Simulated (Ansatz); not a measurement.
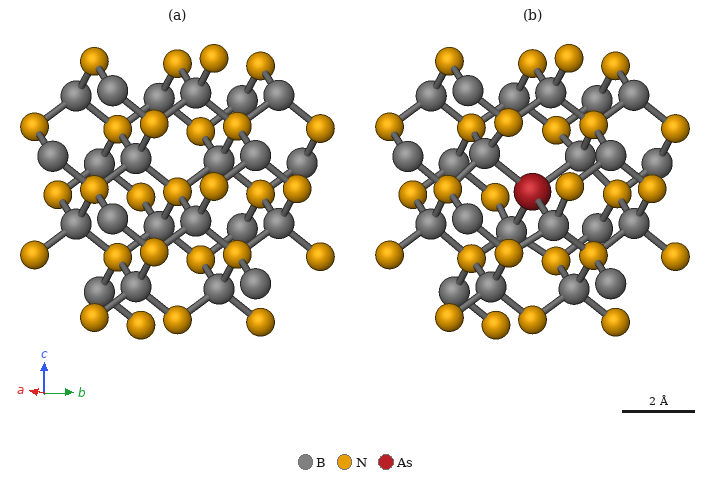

Left: perfect BN. Right: the same region with one point defect, after relaxing the atoms in a supercell of 54 sites. A ball-and-stick model of the atoms within 4.6 Å of one point, in a slice 5.0 Å thick across the line of sight, seen from a free direction.

The calculation used DFT, PBE, plane-wave PAW, default files, scalar-relativistic, frozen cores (Ansatz 0.2.0). Set-up: plane-wave cutoff 420 eV; k-point mesh 4 × 4 × 4; occupations fermi dirac; smearing width 0.01 eV; no spin polarisation. The axes drawn are those of the host's conventional cell.

> What kind of defect was made?

A nitrogen atom is replaced by arsenic.

The charge state of the cell is 0.

> What does the relaxation do around it?

In the host the N atom has 4 B at 1.57 Å; the As atom ends with 4 B at 1.80 Å. Of the host's atoms, a boron atom moves furthest from its site, by 0.24 Å. Relaxing the atoms from the host's sites lowers the energy by 7.38 eV.

Limits of the set-up: the periodic images lie only 7.7 Å apart, so the values are limited by the cell's size.
